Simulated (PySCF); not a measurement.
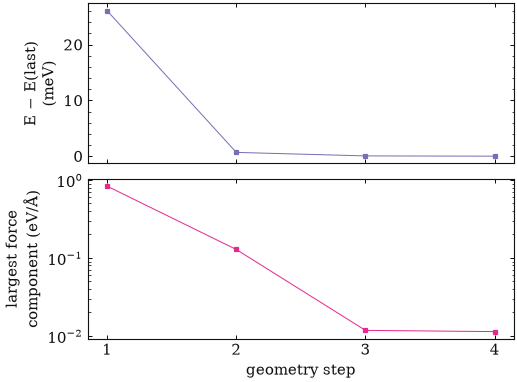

History of a geometry optimisation. The start has point group C2v, which is kept. A held symmetry can leave a saddle point.

- system: IrS2- molecule (charge −1)
- method: RKS-based PBE0, Ir def2-SVPD with ECP60, S def2-SVPD; non-relativistic Hamiltonian with scalar-relativistic core potentials; density fitting (PySCF)

### How did it end, and what did it gain?

The optimisation met its thresholds at geometry 4, counting the start as the first. The energy fell by about 26 meV from the first step to the last. The largest force component goes from about 0.83 eV/Å at the start to 0.011 eV/Å at the end.
